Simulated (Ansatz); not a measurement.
**Molecular dynamics of SiNH$_{6}$BrO (part 5 of 5)**

The same run, continued: SiNH$_{6}$BrO; RKS BHLYP-D4/def2-SVP (Ansatz 0.2.0). It belongs to a series of runs on one base structure; here: dynamics from the highest image of the converged band.

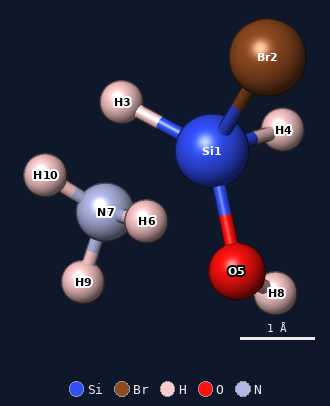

**Figure 1.** The geometry at step 175 of the log (ball-and-stick view, seen at a tilt; atoms are numbered from 1 in the order of the input).

Trajectory as extended XYZ, continued
```
10
Properties=species:S:1:pos:R:3:forces:R:3 step=148 time_fs=74.0 energy=-81545.22614 temperature=420.1
Si   -0.0386   -0.2664   -0.8932   -0.1850  -0.2435   0.0804
Br    2.1822   -0.4017   -0.4985    0.4460   0.1377  -0.1822
H    -0.6781    1.0418   -1.1516    0.0591  -0.1164  -0.3160
H    -0.0118   -0.9323   -2.2378    0.0057   0.1483   0.0130
O    -0.8839   -1.4194   -0.0260    0.1246  -0.0027  -0.0728
H     0.6475    0.3580    1.7204    0.3881  -0.1492   0.3610
N    -0.0446    0.7444    1.1104    0.6414   1.1906  -0.6896
H    -0.7857   -2.2747   -0.4491   -0.2407   0.1944   0.1334
H    -0.9390    0.5333    1.4813   -1.0012   0.0116   0.4686
H     0.1005    1.7696    1.0324   -0.2380  -1.1710   0.2042
10
Properties=species:S:1:pos:R:3:forces:R:3 step=151 time_fs=75.5 energy=-81545.25944 temperature=451.9
Si   -0.0307   -0.2740   -0.8978   -0.2144  -0.2021   0.2735
Br    2.1815   -0.3997   -0.4996    0.5064   0.1042  -0.1900
H    -0.6257    1.0464   -1.1715   -0.0004  -0.0553  -0.3124
H    -0.0358   -0.9664   -2.2167    0.0671   0.0936  -0.1960
O    -0.8870   -1.4105   -0.0197    0.0588   0.3549   0.1351
H     0.6394    0.3384    1.7319    0.1655  -0.0294   0.1645
N    -0.0487    0.7407    1.1168    0.3722   0.7833  -0.2594
H    -0.8449   -2.2485   -0.4690   -0.2023  -0.1740  -0.0309
H    -0.9540    0.5274    1.4866   -0.5403   0.1101   0.2725
H     0.1015    1.7620    1.0623   -0.2127  -0.9855   0.1432
10
Properties=species:S:1:pos:R:3:forces:R:3 step=153 time_fs=76.5 energy=-81545.28238 temperature=473.7
Si   -0.0256   -0.2791   -0.9008   -0.2360  -0.1768   0.3615
Br    2.1810   -0.3984   -0.5003    0.5493   0.0790  -0.1918
H    -0.5907    1.0487   -1.1885   -0.0349  -0.0241  -0.2920
H    -0.0510   -0.9880   -2.2047    0.1031   0.0632  -0.3042
O    -0.8891   -1.4043   -0.0155    0.0319   0.3942   0.1821
H     0.6363    0.3248    1.7418   -0.0978   0.1057  -0.0607
N    -0.0511    0.7390    1.1208   -0.1276  -0.1518   0.2682
H    -0.8869   -2.2326   -0.4823   -0.1948  -0.2162  -0.0490
H    -0.9712    0.5246    1.4938    0.1088   0.2287   0.0131
H     0.0996    1.7449    1.0841   -0.1019  -0.3019   0.0727
10
Properties=species:S:1:pos:R:3:forces:R:3 step=156 time_fs=78.0 energy=-81545.27401 temperature=466.2
Si   -0.0179   -0.2870   -0.9050   -0.2798  -0.1482   0.3816
Br    2.1805   -0.3963   -0.5015    0.6142   0.0381  -0.1873
H    -0.5389    1.0517   -1.2191   -0.0731  -0.0134  -0.2329
H    -0.0719   -1.0192   -2.1923    0.1500   0.0528  -0.3753
O    -0.8921   -1.3945   -0.0089   -0.0403   0.0876   0.0392
H     0.6293    0.3066    1.7551   -0.3627   0.2282  -0.2917
N    -0.0550    0.7360    1.1272   -0.7857  -1.6070   0.8070
H    -0.9532   -2.2119   -0.5028   -0.1504   0.0919   0.1346
H    -0.9936    0.5247    1.5042    0.8095   0.3143  -0.2657
H     0.0954    1.7166    1.1178    0.1183   0.9558  -0.0094
10
Properties=species:S:1:pos:R:3:forces:R:3 step=159 time_fs=79.5 energy=-81545.27783 temperature=469.9
Si   -0.0106   -0.2949   -0.9089   -0.3406  -0.1311   0.2596
Br    2.1802   -0.3943   -0.5028    0.6773  -0.0051  -0.1729
H    -0.4886    1.0544   -1.2547   -0.0978  -0.0537  -0.1420
H    -0.0896   -1.0492   -2.1878    0.1895   0.0946  -0.3219
O    -0.8952   -1.3847   -0.0023   -0.1749  -0.2801  -0.1830
H     0.6151    0.2929    1.7625   -0.2850   0.1451  -0.2299
N    -0.0601    0.7306    1.1348   -0.8613  -1.6035   0.7024
H    -1.0227   -2.1891   -0.5204   -0.0366   0.4644   0.3818
H    -0.9998    0.5312    1.5093    0.7316   0.2105  -0.2450
H     0.0935    1.7072    1.1514    0.1977   1.1589  -0.0491
10
Properties=species:S:1:pos:R:3:forces:R:3 step=162 time_fs=81.0 energy=-81545.29912 temperature=489.8
Si   -0.0034   -0.3030   -0.9127   -0.4117  -0.1210   0.0476
Br    2.1800   -0.3923   -0.5041    0.7373  -0.0495  -0.1490
H    -0.4404    1.0559   -1.2933   -0.1195  -0.1268  -0.0280
H    -0.1032   -1.0771   -2.1901    0.2206   0.1701  -0.1773
O    -0.8985   -1.3752    0.0041   -0.2844  -0.3066  -0.2386
H     0.5953    0.2822    1.7654    0.0629  -0.0979   0.0692
N    -0.0664    0.7230    1.1434   -0.2699   0.0165   0.1134
H    -1.0929   -2.1569   -0.5300    0.0626   0.4939   0.4325
H    -0.9914    0.5421    1.5096   -0.0735  -0.0290   0.0480
H     0.0956    1.7204    1.1839    0.0757   0.0504  -0.1177
10
Properties=species:S:1:pos:R:3:forces:R:3 step=164 time_fs=82.0 energy=-81545.28160 temperature=473.2
Si    0.0012   -0.3084   -0.9151   -0.4584  -0.1168  -0.1045
Br    2.1800   -0.3909   -0.5050    0.7757  -0.0791  -0.1286
H    -0.4097    1.0554   -1.3195   -0.1383  -0.1758   0.0533
H    -0.1097   -1.0938   -2.1939    0.2351   0.2212  -0.0620
O    -0.9009   -1.3691    0.0082   -0.2916  -0.1102  -0.1476
H     0.5822    0.2742    1.7678    0.2802  -0.2463   0.2574
N    -0.0708    0.7178    1.1493    0.2440   1.1166  -0.2801
H    -1.1392   -2.1296   -0.5313    0.0685   0.2966   0.3198
H    -0.9855    0.5493    1.5100   -0.6946  -0.1825   0.2713
H     0.0980    1.7315    1.2042   -0.0206  -0.7236  -0.1790
10
Properties=species:S:1:pos:R:3:forces:R:3 step=167 time_fs=83.5 energy=-81545.25029 temperature=443.5
Si    0.0077   -0.3166   -0.9189   -0.5184  -0.1158  -0.2962
Br    2.1802   -0.3889   -0.5063    0.8325  -0.1225  -0.0933
H    -0.3662    1.0515   -1.3576   -0.1782  -0.2203   0.1691
H    -0.1151   -1.1147   -2.2005    0.2453   0.2729   0.0909
O    -0.9049   -1.3601    0.0142   -0.2175   0.2736   0.0562
H     0.5678    0.2576    1.7760    0.3090  -0.2761   0.2800
N    -0.0772    0.7114    1.1578    0.5423   1.7187  -0.3755
H    -1.2075   -2.0841   -0.5281   -0.0024  -0.0958   0.0630
H    -0.9899    0.5567    1.5156   -0.9456  -0.2642   0.3461
H     0.1012    1.7342    1.2314   -0.0670  -1.1704  -0.2404
10
Properties=species:S:1:pos:R:3:forces:R:3 step=170 time_fs=85.0 energy=-81545.25340 temperature=445.8
Si    0.0139   -0.3249   -0.9229   -0.5611  -0.1251  -0.4067
Br    2.1806   -0.3870   -0.5077    0.8884  -0.1624  -0.0532
H    -0.3265    1.0429   -1.3921   -0.2324  -0.2065   0.2629
H    -0.1153   -1.1299   -2.2052    0.2410   0.2746   0.1783
O    -0.9091   -1.3507    0.0202   -0.2053   0.3837   0.0779
H     0.5595    0.2356    1.7896   -0.0153  -0.0659  -0.0148
N    -0.0828    0.7076    1.1658    0.0227   0.8755   0.1572
H    -1.2757   -2.0403   -0.5232   -0.0088  -0.2247  -0.0225
H    -1.0128    0.5588    1.5280   -0.1730  -0.1605   0.0366
H     0.1032    1.7134    1.2535    0.0438  -0.5885  -0.2157
10
Properties=species:S:1:pos:R:3:forces:R:3 step=173 time_fs=86.5 energy=-81545.22211 temperature=415.7
Si    0.0196   -0.3332   -0.9272   -0.5853  -0.1424  -0.4188
Br    2.1812   -0.3851   -0.5091    0.9400  -0.1966  -0.0093
H    -0.2919    1.0300   -1.4211   -0.2958  -0.1287   0.3246
H    -0.1104   -1.1392   -2.2062    0.2222   0.2171   0.1793
O    -0.9136   -1.3408    0.0263   -0.3890   0.1395  -0.1678
H     0.5508    0.2122    1.8030   -0.3387   0.1630  -0.3219
N    -0.0885    0.7050    1.1740   -0.6958  -0.6529   0.6626
H    -1.3438   -2.0007   -0.5184    0.1829  -0.0078   0.1583
H    -1.0393    0.5574    1.5411    0.6968  -0.0185  -0.3064
H     0.1063    1.6810    1.2712    0.2627   0.6273  -0.1007
10
Properties=species:S:1:pos:R:3:forces:R:3 step=175 time_fs=87.5 energy=-81545.18943 temperature=384.7
Si    0.0232   -0.3389   -0.9302   -0.5923  -0.1520  -0.3709
Br    2.1818   -0.3838   -0.5100    0.9696  -0.2157   0.0216
H    -0.2723    1.0198   -1.4365   -0.3393  -0.0492   0.3465
H    -0.1044   -1.1427   -2.2047    0.2018   0.1479   0.1337
O    -0.9170   -1.3341    0.0303   -0.5530  -0.0488  -0.3589
H     0.5414    0.1981    1.8085   -0.3951   0.2140  -0.3882
N    -0.0927    0.7029    1.1800   -0.9245  -1.2886   0.7370
H    -1.3873   -1.9747   -0.5136    0.3548   0.1586   0.3047
H    -1.0499    0.5560    1.5467    0.9152   0.0406  -0.3997
H     0.1113    1.6651    1.2816    0.3628   1.1931  -0.0256
10
Properties=species:S:1:pos:R:3:forces:R:3 step=178 time_fs=89.0 energy=-81545.18407 temperature=379.0
Si    0.0282   -0.3475   -0.9350   -0.5960  -0.1503  -0.2279
Br    2.1829   -0.3820   -0.5114    1.0033  -0.2381   0.0683
H    -0.2490    1.0038   -1.4535   -0.3984   0.0853   0.3542
H    -0.0919   -1.1457   -2.2004    0.1612   0.0124   0.0147
O    -0.9226   -1.3240    0.0359   -0.6591  -0.1222  -0.4843
H     0.5207    0.1807    1.8101   -0.1866   0.0836  -0.2203
N    -0.1003    0.6982    1.1899   -0.5797  -0.7513   0.4359
H    -1.4459   -1.9328   -0.5007    0.4783   0.1943   0.3546
H    -1.0501    0.5548    1.5481    0.5277   0.0502  -0.2775
H     0.1249    1.6619    1.2967    0.2493   0.8362  -0.0177
10
Properties=species:S:1:pos:R:3:forces:R:3 step=181 time_fs=90.5 energy=-81545.17172 temperature=366.8
Si    0.0327   -0.3562   -0.9400   -0.6058  -0.1186  -0.0434
Br    2.1842   -0.3802   -0.5128    1.0218  -0.2530   0.1131
H    -0.2344    0.9896   -1.4629   -0.4404   0.1959   0.3414
H    -0.0759   -1.1484   -2.1957    0.1140  -0.1283  -0.1231
O    -0.9290   -1.3142    0.0408   -0.4786   0.0891  -0.3664
H     0.4963    0.1648    1.8073    0.2045  -0.1849   0.1212
N    -0.1086    0.6924    1.2004    0.4119   0.8242  -0.1621
H    -1.4946   -1.8872   -0.4807    0.3240  -0.0603   0.1488
H    -1.0400    0.5545    1.5440   -0.4581  -0.0044   0.0576
H     0.1436    1.6753    1.3113   -0.0934  -0.3597  -0.0871
10
Properties=species:S:1:pos:R:3:forces:R:3 step=184 time_fs=92.0 energy=-81545.12643 temperature=323.8
Si    0.0368   -0.3649   -0.9450   -0.6398  -0.0567   0.1080
Br    2.1858   -0.3785   -0.5141    1.0250  -0.2599   0.1529
H    -0.2291    0.9795   -1.4649   -0.4549   0.2377   0.3199
H    -0.0575   -1.1537   -2.1936    0.0687  -0.2271  -0.2189
O    -0.9361   -1.3042    0.0452   -0.1606   0.3485  -0.1842
H     0.4759    0.1452    1.8068    0.3968  -0.3059   0.2967
N    -0.1164    0.6878    1.2108    1.1480   1.7178  -0.5114
H    -1.5366   -1.8430   -0.4576    0.0409  -0.3707  -0.1274
H    -1.0392    0.5542    1.5408   -1.0810  -0.0109   0.2658
H     0.1603    1.6819    1.3242   -0.3432  -1.0728  -0.1012
10
Properties=species:S:1:pos:R:3:forces:R:3 step=186 time_fs=93.0 energy=-81545.12558 temperature=322.8
Si    0.0392   -0.3708   -0.9483   -0.6814  -0.0050   0.1567
Br    2.1871   -0.3774   -0.5150    1.0192  -0.2601   0.1754
H    -0.2310    0.9756   -1.4624   -0.4459   0.2155   0.3039
H    -0.0443   -1.1599   -2.1948    0.0425  -0.2497  -0.2331
O    -0.9410   -1.2972    0.0480   -0.0558   0.3830  -0.1690
H     0.4669    0.1286    1.8097    0.2897  -0.1986   0.2121
N    -0.1206    0.6861    1.2172    1.0546   1.4963  -0.3726
H    -1.5637   -1.8175   -0.4433   -0.0369  -0.4455  -0.2039
H    -1.0507    0.5539    1.5416   -0.8290   0.0585   0.1850
H     0.1678    1.6744    1.3315   -0.3571  -0.9944  -0.0543
10
Properties=species:S:1:pos:R:3:forces:R:3 step=189 time_fs=94.5 energy=-81545.14070 temperature=336.7
Si    0.0424   -0.3796   -0.9531   -0.7691   0.0730   0.1342
Br    2.1891   -0.3759   -0.5163    0.9970  -0.2541   0.2026
H    -0.2419    0.9733   -1.4533   -0.4037   0.1133   0.2765
H    -0.0238   -1.1736   -2.2005    0.0090  -0.2095  -0.1666
O    -0.9484   -1.2865    0.0519   -0.1982   0.1699  -0.3627
H     0.4576    0.1010    1.8173   -0.0775   0.1414  -0.0871
N    -0.1258    0.6853    1.2265    0.2237   0.1545   0.1251
H    -1.6046   -1.7870   -0.4252    0.1510  -0.3016  -0.0938
H    -1.0804    0.5548    1.5454    0.1912   0.2112  -0.1226
H     0.1730    1.6472    1.3419   -0.1233  -0.0981   0.0944
10
Properties=species:S:1:pos:R:3:forces:R:3 step=192 time_fs=96.0 energy=-81545.11205 temperature=309.7
Si    0.0450   -0.3884   -0.9579   -0.8712   0.1372   0.0321
Br    2.1915   -0.3743   -0.5175    0.9557  -0.2416   0.2223
H    -0.2613    0.9734   -1.4382   -0.3319  -0.0363   0.2380
H    -0.0032   -1.1916   -2.2096   -0.0221  -0.1013  -0.0217
O    -0.9561   -1.2755    0.0554   -0.4631  -0.1263  -0.6103
H     0.4468    0.0762    1.8232   -0.3428   0.3911  -0.2817
N    -0.1306    0.6848    1.2360   -0.5610  -1.2621   0.3919
H    -1.6420   -1.7628   -0.4091    0.4671  -0.0802   0.0825
H    -1.1066    0.5601    1.5468    0.9387   0.2893  -0.3171
H     0.1758    1.6183    1.3544    0.2305   1.0303   0.2640
10
Properties=species:S:1:pos:R:3:forces:R:3 step=195 time_fs=97.5 energy=-81545.11245 temperature=310.0
Si    0.0469   -0.3971   -0.9626   -0.9661   0.1797  -0.0715
Br    2.1941   -0.3729   -0.5187    0.8935  -0.2244   0.2348
H    -0.2879    0.9728   -1.4181   -0.2414  -0.1800   0.1787
H     0.0170   -1.2118   -2.2192   -0.0550   0.0291   0.1401
O    -0.9644   -1.2646    0.0581   -0.4752  -0.2362  -0.6748
H     0.4293    0.0593    1.8235   -0.2881   0.3234  -0.1726
N    -0.1362    0.6824    1.2461   -0.4747  -1.1337   0.2324
H    -1.6697   -1.7407   -0.3915    0.5342  -0.0467   0.0860
H    -1.1140    0.5714    1.5418    0.8094   0.2347  -0.2421
H     0.1830    1.6098    1.3723    0.2634   1.0541   0.2890
10
Properties=species:S:1:pos:R:3:forces:R:3 step=197 time_fs=98.5 energy=-81545.12982 temperature=326.2
Si    0.0478   -0.4028   -0.9657   -1.0173   0.1955  -0.1058
Br    2.1960   -0.3720   -0.5194    0.8410  -0.2112   0.2390
H    -0.3086    0.9704   -1.4024   -0.1771  -0.2478   0.1251
H     0.0298   -1.2251   -2.2242   -0.0778   0.1049   0.2255
O    -0.9703   -1.2576    0.0594   -0.2805  -0.1769  -0.5927
H     0.4140    0.0521    1.8215   -0.0949   0.1091   0.0495
N    -0.1403    0.6799    1.2530    0.1351  -0.1231  -0.0478
H    -1.6819   -1.7265   -0.3787    0.3766  -0.1572  -0.0297
H    -1.1091    0.5819    1.5354    0.2449   0.1439  -0.0642
H     0.1910    1.6167    1.3877    0.0501   0.3630   0.2011
10
Properties=species:S:1:pos:R:3:forces:R:3 step=200 time_fs=100.0 energy=-81545.10875 temperature=306.3
Si    0.0484   -0.4112   -0.9706   -1.0693   0.2037  -0.0768
Br    2.1990   -0.3706   -0.5204    0.7495  -0.1900   0.2391
H    -0.3427    0.9623   -1.3769   -0.0838  -0.2838   0.0243
H     0.0476   -1.2430   -2.2275   -0.1101   0.1761   0.2863
O    -0.9794   -1.2472    0.0606    0.1360  -0.0179  -0.3959
H     0.3901    0.0423    1.8202    0.2118  -0.2498   0.4012
N    -0.1462    0.6762    1.2632    1.2439   1.4806  -0.4827
H    -1.6943   -1.7087   -0.3606    0.0122  -0.3958  -0.2601
H    -1.0996    0.5998    1.5254   -0.7921   0.0070   0.2281
H     0.2030    1.6312    1.4140   -0.2981  -0.7301   0.0365
```

This output came from the following input.

Input
```yaml
crystal:
  periodic: [false, false, false]
  atoms:
    - { symbol: Si, position_ang: [-0.241144, -0.146484, -0.804172] }
    - { symbol: Br, position_ang: [2.206193, -0.438468, -0.47399] }
    - { symbol: H, position_ang: [-1.497748, 0.667333, -0.854759] }
    - { symbol: H, position_ang: [0.083694, -0.129126, -2.248275] }
    - { symbol: O, position_ang: [-0.73033, -1.591113, -0.174462] }
    - { symbol: H, position_ang: [0.654288, 0.321335, 1.544195] }
    - { symbol: "N", position_ang: [0.019642, 0.850294, 0.954385] }
    - { symbol: H, position_ang: [-0.055086, -2.266985, -0.176594] }
    - { symbol: H, position_ang: [-0.877387, 0.968371, 1.415197] }
    - { symbol: H, position_ang: [0.437876, 1.764843, 0.818476] }
basis:
  gaussian: { orbitals: def2-SVP }
hamiltonian:
  xc: { name: BHLYP }
  dispersion: d4
md:
  timestep: 0.5
  n_steps: 200
  ensemble: nve
  temperature: 100.0
  initial_velocities: maxwell_boltzmann
  seed: 11765
```

Run as:
```bash
ansatz run input.yaml --threads 2 --pin off --max-ram 3072MiB --backend cpu --events-out ev --progress --plain --runs-dir out
```

Results in brief

| quantity | value |
| --- | --- |
| outcome | finished |
| mean temperature over the second half | 331 K |
| trajectory | 200 steps, 100 fs |
| ensemble | nve |
| temperature in the input | 100.0 K |
| time step | 0.5 fs |
| potential energy (last step) | −81545.1089 eV |
| mean-field energy (last step) | −81544.8308 eV |
| largest force (length of the vector) (last step) | 1.993 eV/Å |
| hardware | 2 threads of Arm Neoverse V1, 24 GiB of memory available, shared host |
| wall time | 11 min (CPU time 21 min) |
| peak memory | 0.25 GiB |

So short a trajectory is not equilibrated.
